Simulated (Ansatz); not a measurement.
Amorphous In9Ga9Zn9O38Hf

Preparation: random packing, a CHGNet melt and quench, and a DFT relaxation. O atoms were pushed apart under 1.9 Å during the dynamics, to hinder bonds among them. The hot cell started wider than the set density and was brought back towards it in steps. It is the lowest in DFT energy of 2 quenches. It is a model cell: composition and starting density were chosen by hand, and all elements were melted together. No dispersion term was used.

Methods: PBE, scalar-relativistic without spin-orbit coupling (Ansatz, a first-principles code); r2SCAN, scalar-relativistic without spin-orbit coupling (Ansatz); HSE06, scalar-relativistic without spin-orbit coupling (Ansatz). Geometry, pressure, stress and energy are those of the PBE run. Its sampling: a 2×2×2 Γ-centred mesh; Fermi-Dirac width 0.02 eV; no spin polarisation. Other functionals are single points at the zone centre (r2SCAN at 500 eV; exact exchange cut at the cell's faces), free to take moments where seeds were set. At PBE the levels at the filled edge of the gap are localised (band-tail or defect states).

```yaml
number_of_atoms_in_the_cell: 66
Density (volume relaxed, without dispersion): 5.99 g/cm^3
volume_per_atom: 12.76 Å³
Pressure on a 2×2×2 Γ-centred mesh: 0.20 GPa
Largest force and stress component on that mesh (the relaxation ran on the zone centre alone): 0.08 eV/Å and 0.3 GPa
Level gap on a 2×2×2 Γ-centred mesh (PBE): 0.89 eV
Level gap at the zone centre (PBE): 0.94 eV
Level gap at the zone centre (r2SCAN): 1.40 eV
Level gap at the zone centre (HSE06): 2.49 eV
```

Bonds are counted up to In-In 3.12 Å, In-Ga 2.90 Å, In-Zn 2.90 Å, In-O 2.62 Å, In-Hf 3.23 Å, Ga-Ga 2.68 Å, Ga-Zn 2.68 Å, Ga-O 2.42 Å, Ga-Hf 3.01 Å, Zn-Zn 2.68 Å, Zn-O 2.58 Å, Zn-Hf 3.01 Å, O-O 1.58 Å, O-Hf 2.65 Å, Hf-Hf 3.34 Å. Two cations that share two anions don't count as bonded, nor two that share one unless they lie closer than In-In 3.04 Å, In-Ga 2.82 Å, In-Zn 2.82 Å, In-Hf 3.15 Å, Ga-Ga 2.61 Å, Ga-Zn 2.61 Å, Ga-Hf 2.93 Å, Zn-Zn 2.61 Å, Zn-Hf 2.93 Å, Hf-Hf 3.25 Å.

| Item | Value |
|---|---|
| Mean coordination of In by anions | 5.56 (4 with 5, 5 with 6) |
| Mean coordination of Ga by anions | 4.67 (3 with 4, 6 with 5) |
| Mean coordination of Zn by anions | 4.44 (1 with 3, 4 with 4, 3 with 5, 1 with 6) |
| Mean coordination of O | 3.63 (14 with 3, 24 with 4) |
| Mean coordination of Hf by anions | 6.00 (1 with 6) |
| Mean In-O bond | 2.212 Å (spread 0.096 Å, 50 counted) |
| Mean Ga-O bond | 1.945 Å (spread 0.084 Å, 42 counted) |

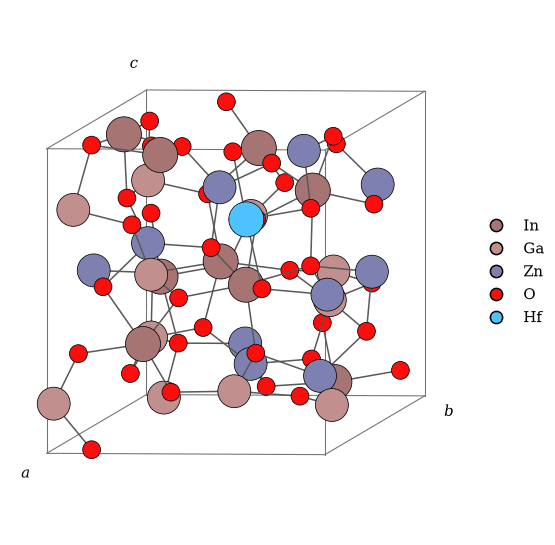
Figure. The relaxed cell

Its density started from a set value of 6.05 g/cm³. Cooling (nominally 320 K/ps over its main leg) ran many orders faster than in experiment, which tends to leave more defects and strain. One small periodic cell is one sample of the glass; other quenches scatter about these values. Volume and shape were free in the relaxation.
